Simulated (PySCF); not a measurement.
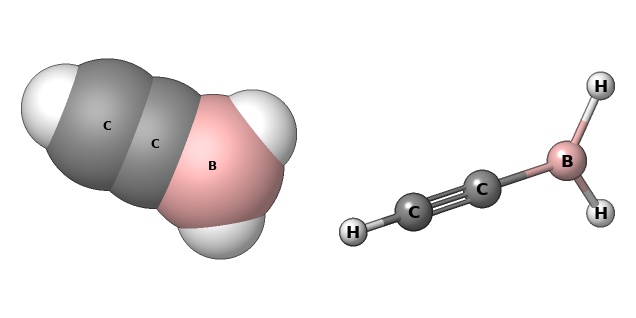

The same structure drawn twice, from different directions.

The geometry was computed by an optimisation with PBE0-D3(BJ)/def2-SVP. No frequency run is at hand to confirm it as a minimum.

> What is the molecular formula?

C2H3B, 6 atoms: 2 carbon, 3 hydrogen and 1 boron.

> Name some functional groups or characteristic bonds that it holds.

Among them: alkyne, B–H bond.

> How many bonds of each kind are drawn?

2 B–H, 1 C–B, 1 C–C, 1 C–H.

> How many atoms are distinct by symmetry?

5: 1 B, 1 C, 1 C, 2 H, 1 H.

The parts below concern this one geometry. Atoms keep their numbers from picture to picture.

**Shape**

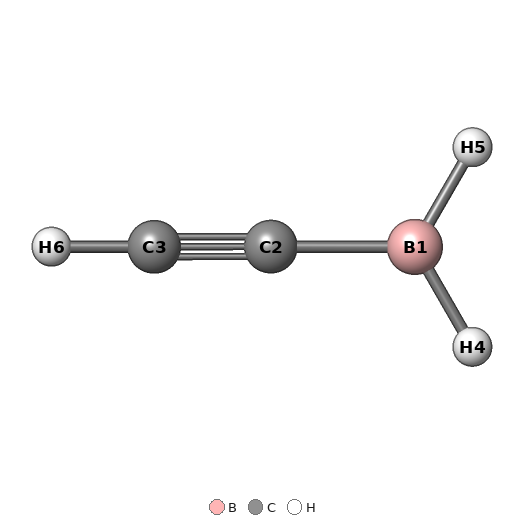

Atoms carry their numbers in the input. No frequency run is at hand to confirm it as a minimum.

Estimate the angles C2–B1–H4, H4–B1–H5, B1–C2–C3, C2–C3–H6.

| angle | degrees |
| --- | --- |
| C2–B1–H4 | 120.0 |
| H4–B1–H5 | 120.0 |
| B1–C2–C3 | 179.8 |
| C2–C3–H6 | 179.8 |

**Quadrupole coupling**

No frequency run is at hand to confirm it as a minimum. Electric field gradients from the ground-state density, B3LYP/aug-cc-pVTZ-J (PySCF 2.14.0), non-relativistic apart from any core potentials.

Give the largest field-gradient component, the quadrupole coupling constant and the asymmetry for 11B at B1 (Q = 40.59 mb), 2H at H4 (Q = 2.86 mb), 2H at H6 (Q = 2.86 mb).

```tsv
atom	V_zz (a.u.)	e²qQ/h (MHz)	η
B1	0.596	5.68	0.11
H4	0.179	0.120	0.10
H6	0.305	0.205	0.05
```

**Electronic properties**

No frequency run is at hand to confirm it as a minimum. Properties computed with PBE/def2-SVPD, gas phase (PySCF 2.14.0). Excitations: vertical, linear response.

> Estimate the mean static polarisability.

40.0 bohr³.

> Estimate the brightest of the 10 lowest singlets.

7.82 eV.

> Give the LUMO energy (Kohn–Sham orbital) at this level.

−3.42 eV.

> Give the lowest vertical singlet excitation at this level.

3.53 eV.

**Dipole moment**

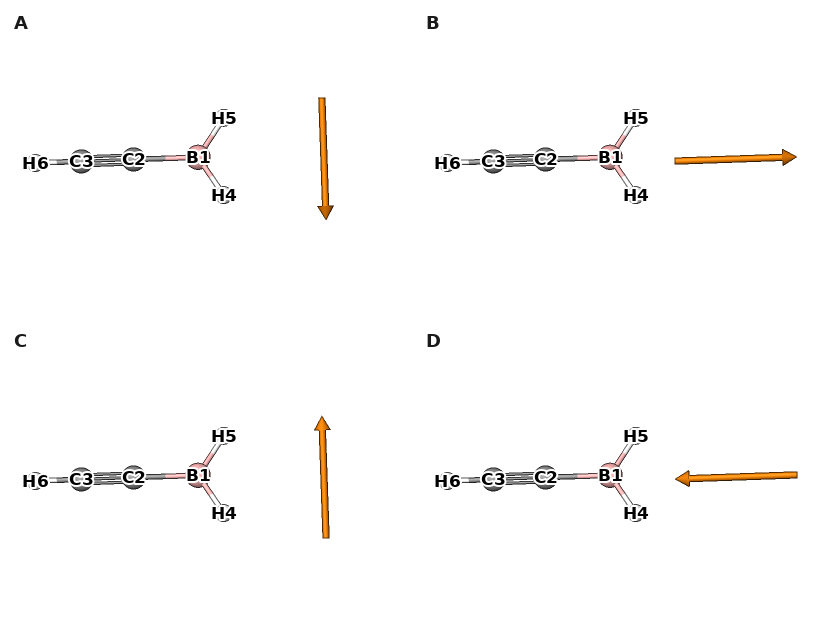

The same molecule four times, each with an arrow. No frequency run is at hand to confirm it as a minimum. Level of theory: B3LYP/cc-pVTZ, gas phase (PySCF 2.14.0).

> Which arrow points along the dipole moment, from the negative to the positive end?

D. The dipole moment is 1.04 D; it points from the side of H4, H5 to the side of H6 (the outermost atoms at the two ends).
